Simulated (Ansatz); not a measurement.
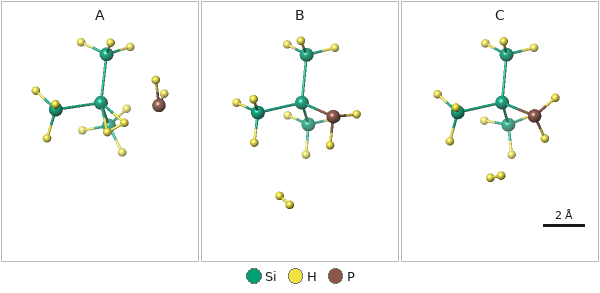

3 geometries from a converged minimum-energy path of Si4PH13, made up at the start of Si4H10 and PH₃, shuffled. Style: ball-and-stick. Shown at a tilt.

Method: Ansatz, RKS B3LYP/6-31G*. Set-up: 5 movable images; climbing image; force threshold 0.03 eV/Å; iteration limit 60; starting path through a guess of the saddle point.

Which frame is the transition state?

Answer. A. In order along the path, whose images run from 0 to 6: A (image 3, +3.42 eV), C (image 5, +0.13 eV), B (image 6, +0.07 eV). Breaking: H–P (1.42 → 4.89 Å), H–Si (1.50 → 5.15 Å). Forming: H–H (3.58 → 0.74 Å), P–Si (5.23 → 2.31 Å).

Limits of the set-up: the start holds two separate molecules, 3.2 Å apart at their closest, whose relative position is a soft coordinate and is computed without a dispersion correction.

Cost: 10 min on 4 threads of Arm Neoverse V1, with other jobs on the host, peak memory 0.36 GiB.
